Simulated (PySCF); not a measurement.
# One shape, several levels: CH4FGaSe (SMILES [CH3][Ga]([F])[SeH])

Aim: a comparison of 3 runs (HF/STO-3G, B3LYP/6-31G*, PBE/cc-pVTZ) of CH4FGaSe. 

Program for the calculation: PySCF 2.14.0.

## (1) The system as given

The species is CH4FGaSe (8 atoms), meant as a singlet with charge 0. As SMILES, `[CH3][Ga]([F])[SeH]`. The coordinates come from a PBE0-D4/def2-TZVP relaxation. This is one conformer, not always the lowest.

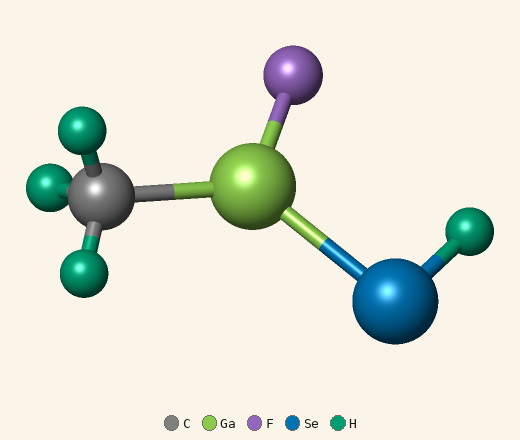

The structure, seen from a chosen angle (carbon grey, gallium green, fluorine purple, selenium blue, hydrogen teal).

## (2) Energy and gradient at HF/STO-3G (run 1)

calc.py reads:

```python
import pyscf.grad
from pyscf import gto, scf

mol = gto.M(
    atom=[
    ('C', (-0.097000, 1.353200, -0.526600)),
    ('Ga', (0.183700, -0.408000, 0.254500)),
    ('F', (1.602400, -0.652500, 1.271000)),
    ('Se', (-1.099700, -2.327000, 0.067000)),
    ('H', (-0.923700, 1.345300, -1.236200)),
    ('H', (-0.314900, 2.069500, 0.268100)),
    ('H', (0.814400, 1.674900, -1.033100)),
    ('H', (-0.165300, -3.055500, 0.935300)),
],
    charge=0,
    basis='sto-3g',
    spin=0,
    verbose=3,
    max_memory=1860,
)

hf = scf.RHF(mol)
hf.conv_tol = 1e-10
hf.kernel()
if not hf.converged:
    hf = hf.newton().run(hf.mo_coeff, hf.mo_occ)

energy = hf.e_tot
print(f'total energy: {energy:.8f} hartree')
grad = hf.Gradients().kernel()
dip = hf.dip_moment()
pop, q = hf.mulliken_pop()
```

Started as:

```
OMP_NUM_THREADS=1 python calc.py
```

Standard output:

```text
converged SCF energy = -4412.26947873051
total energy: -4412.26947873 hartree
--------------- RHF gradients ---------------
         x                y                z
0 C    -0.0100186067     0.0423911152    -0.0215046626
1 Ga    -0.0207922283    -0.0066207366    -0.0116721663
2 F     0.0533673259    -0.0078473708     0.0377320918
3 Se    -0.0377730560    -0.0217994314    -0.0174750435
4 H    -0.0071240353    -0.0045126931    -0.0044684985
5 H    -0.0007212937     0.0024458926     0.0088475403
6 H     0.0089461163    -0.0013887398    -0.0017287797
7 H     0.0141157779    -0.0026680360     0.0102695186
----------------------------------------------
Dipole moment(X, Y, Z, Debye):  0.49506,  0.79472,  0.06692
 ** Mulliken pop  **
pop of  0 C 1s            1.99210
pop of  0 C 2s            1.22189
pop of  0 C 2px           1.00446
pop of  0 C 2py           1.09932
pop of  0 C 2pz           1.01933
pop of  1 Ga 1s           1.99999
pop of  1 Ga 2s           1.99923
pop of  1 Ga 3s           1.99835
pop of  1 Ga 4s           1.11141
pop of  1 Ga 2px          1.99960
pop of  1 Ga 2py          1.99961
pop of  1 Ga 2pz          1.99959
pop of  1 Ga 3px          1.98093
pop of  1 Ga 3py          1.98265
pop of  1 Ga 3pz          1.97977
pop of  1 Ga 4px          0.49662
pop of  1 Ga 4py          0.68702
pop of  1 Ga 4pz          0.40652
pop of  1 Ga 3dxy         1.96392
pop of  1 Ga 3dyz         1.95968
pop of  1 Ga 3dz^2        1.95978
pop of  1 Ga 3dxz         1.94466
pop of  1 Ga 3dx2-y2      1.93387
pop of  2 F 1s            1.99919
pop of  2 F 2s            1.95544
pop of  2 F 2px           1.64681
pop of  2 F 2py           1.93237
pop of  2 F 2pz           1.75808
pop of  3 Se 1s           1.99999
pop of  3 Se 2s           1.99960
pop of  3 Se 3s           1.99918
pop of  3 Se 4s           1.87425
pop of  3 Se 2px          1.99983
pop of  3 Se 2py          1.99976
pop of  3 Se 2pz          1.99988
pop of  3 Se 3px          1.99138
pop of  3 Se 3py          1.98777
pop of  3 Se 3pz          1.99395
pop of  3 Se 4px          1.47346
pop of  3 Se 4py          1.20857
pop of  3 Se 4pz          1.60567
pop of  3 Se 3dxy         1.99769
pop of  3 Se 3dyz         1.99889
pop of  3 Se 3dz^2        1.99951
pop of  3 Se 3dxz         1.99845
pop of  3 Se 3dx2-y2      1.99956
pop of  4 H 1s            0.94283
pop of  5 H 1s            0.94419
pop of  6 H 1s            0.94427
pop of  7 H 1s            1.00911
 ** Mulliken atomic charges  **
charge of    0C =     -0.33710
charge of    1Ga =      0.59679
charge of    2F =     -0.29189
charge of    3Se =     -0.12740
charge of    4H =      0.05717
charge of    5H =      0.05581
charge of    6H =      0.05573
charge of    7H =     -0.00911
```

It took 4.5 s on 1 thread of Intel Xeon at 2.70GHz, shared host; peak memory 0.12 GiB.

## (3) Energy and gradient at B3LYP/6-31G(d) (spherical functions) (run 2)

start.xyz reads:

```xyz
8

C     -0.097000     1.353200    -0.526600
Ga     0.183700    -0.408000     0.254500
F      1.602400    -0.652500     1.271000
Se    -1.099700    -2.327000     0.067000
H     -0.923700     1.345300    -1.236200
H     -0.314900     2.069500     0.268100
H      0.814400     1.674900    -1.033100
H     -0.165300    -3.055500     0.935300
```

run.py reads:

```python
from pyscf import gto, dft

mol = gto.Mole()
mol.atom = 'start.xyz'
mol.max_memory = 1860
mol.basis = '6-31g*'
mol.charge = 0
mol.verbose = 3
mol.spin = 0
mol.build()

calc0 = dft.RKS(mol, xc='b3lyp')
calc0.grids.level = 5
calc0.conv_tol = 1e-10
calc0.kernel()
if not calc0.converged:
    calc0 = calc0.newton().run(calc0.mo_coeff, calc0.mo_occ)

e_tot = calc0.e_tot
print('E = %.10f Eh' % e_tot)
grad = calc0.nuc_grad_method().kernel()
calc0.analyze()
```

Started as:

```
OMP_NUM_THREADS=1 python run.py
```

Standard output:

```text
converged SCF energy = -4466.35488967534
[... 10 lines left out ...]
MO #1   energy= -453.862159113706  occ= 2
[... 8 lines left out ...]
MO #10  energy= -40.7229363352838  occ= 2
[... 8 lines left out ...]
MO #19  energy= -3.82297963492575  occ= 2
[... 8 lines left out ...]
MO #28  energy= -0.860013982791498 occ= 2
[... 8 lines left out ...]
MO #37  energy= -0.397813208699595 occ= 2
[... 8 lines left out ...]
MO #46  energy= 0.0504403473686645 occ= 0
[... 8 lines left out ...]
MO #55  energy= 0.267440862977281  occ= 0
[... 8 lines left out ...]
MO #64  energy= 0.592282728626102  occ= 0
[... 8 lines left out ...]
MO #73  energy= 0.951893585279366  occ= 0
[... 8 lines left out ...]
MO #82  energy= 1.78327195457269   occ= 0
[... 8 lines left out ...]
MO #91  energy= 2.84446746358453   occ= 0
[... 8 lines left out ...]
MO #100 energy= 4.44452431210204   occ= 0
[... 9 lines left out ...]
Dipole moment(X, Y, Z, Debye): -0.93416,  1.35053, -1.06437
```

It took 53 s on 1 thread of Intel Xeon at 2.70GHz, shared host; peak memory 0.99 GiB.

## (4) Energy and forces at PBE/cc-pVTZ (run 3)

geometry.xyz reads:

```xyz
8

C     -0.097000     1.353200    -0.526600
Ga     0.183700    -0.408000     0.254500
F      1.602400    -0.652500     1.271000
Se    -1.099700    -2.327000     0.067000
H     -0.923700     1.345300    -1.236200
H     -0.314900     2.069500     0.268100
H      0.814400     1.674900    -1.033100
H     -0.165300    -3.055500     0.935300
```

input.py reads:

```python
import pyscf.grad
from pyscf import gto, dft

molecule = gto.Mole()
molecule.atom = 'geometry.xyz'
molecule.basis = 'cc-pvtz'
molecule.verbose = 4
molecule.max_memory = 1860
molecule.build()

calc0 = dft.RKS(molecule, xc='pbe')
calc0.conv_tol = 1e-10
calc0.grids.level = 5
calc0.kernel()
if not calc0.converged:
    calc0 = calc0.newton().run(calc0.mo_coeff, calc0.mo_occ)

e_final = calc0.e_tot
print('Final energy', e_final)
grad = calc0.Gradients().kernel()
dip = calc0.dip_moment()
pop, q = calc0.mulliken_pop()
```

Started as:

```
OMP_NUM_THREADS=1 python input.py
```

Standard output:

```text
PySCF version 2.14.0

[... 83 lines left out ...]
converged SCF energy = -4466.18415577162
Final energy -4466.184155771622
[... 12 lines left out ...]
Dipole moment(X, Y, Z, Debye): -1.03605,  1.26429, -1.10359
[... 172 lines left out ...]
pop of  5 H 3dz^2         0.00087
pop of  5 H 3dxz          0.00051
pop of  5 H 3dx2-y2       0.00044
pop of  6 H 1s            0.27025
pop of  6 H 2s            0.46159
pop of  6 H 3s            0.11171
pop of  6 H 2px           0.00450
pop of  6 H 2py           0.00201
pop of  6 H 2pz           0.00228
pop of  6 H 3px           0.00583
pop of  6 H 3py           0.01431
pop of  6 H 3pz           0.01049
pop of  6 H 3dxy          0.00060
pop of  6 H 3dyz          0.00033
pop of  6 H 3dz^2         0.00045
pop of  6 H 3dxz          0.00050
pop of  6 H 3dx2-y2       0.00061
pop of  7 H 1s            0.23032
pop of  7 H 2s            0.49063
pop of  7 H 3s            0.15738
pop of  7 H 2px           0.00206
pop of  7 H 2py           0.00153
pop of  7 H 2pz           0.00196
pop of  7 H 3px           0.01494
pop of  7 H 3py           0.01219
pop of  7 H 3pz           0.01526
pop of  7 H 3dxy          0.00042
pop of  7 H 3dyz          0.00039
pop of  7 H 3dz^2         0.00043
pop of  7 H 3dxz          0.00053
pop of  7 H 3dx2-y2       0.00040
 ** Mulliken atomic charges  **
charge of    0C =     -0.23859
charge of    1Ga =      0.21010
charge of    2F =     -0.31194
charge of    3Se =     -0.07214
charge of    4H =      0.11488
charge of    5H =      0.11158
charge of    6H =      0.11456
charge of    7H =      0.07155
```

Run time: 6 min. Hardware: 1 thread of Intel Xeon at 2.70GHz, shared host; peak memory 1.7 GiB.

## (5) Overview of the runs

| run | level | integration grid | energy (Eh) | dipole moment (D) | HOMO energy (eV) | LUMO energy (eV) | wall time |
| --- | --- | --- | --- | --- | --- | --- | --- |
| 1 | HF/STO-3G | – | -4412.269479 | 0.94 | -7.41 | 5.29 | 4.5 s |
| 2 | B3LYP/6-31G* (spherical functions) | 5 | -4466.354890 | 1.96 | -7.04 | -0.91 | 53 s |
| 3 | PBE/cc-pVTZ | 5 | -4466.184156 | 1.97 | -6.29 | -1.53 | 6 min |

## (6) Summary of results

```
                       quantity           value
            run 3: total energy  -4466.18416 Eh
           run 3: dipole moment          1.97 D
             run 3: HOMO energy        -6.29 eV
             run 3: LUMO energy        -1.53 eV
           run 3: HOMO–LUMO gap         4.76 eV
run 3: largest force on an atom      0.525 eV/Å
```

What this shows: The dipole moment (its size) runs from 0.94 D (HF/STO-3G) to 1.97 D (PBE/cc-pVTZ). The two ends differ in method and basis. The HOMO–LUMO gap runs from 4.76 eV (PBE/cc-pVTZ) to 12.70 eV (HF/STO-3G). Totals of different functionals can't be ranked against each other. In run 1 the basis is minimal, so the values are rough. All runs together took 7 min, the longest 6 min.
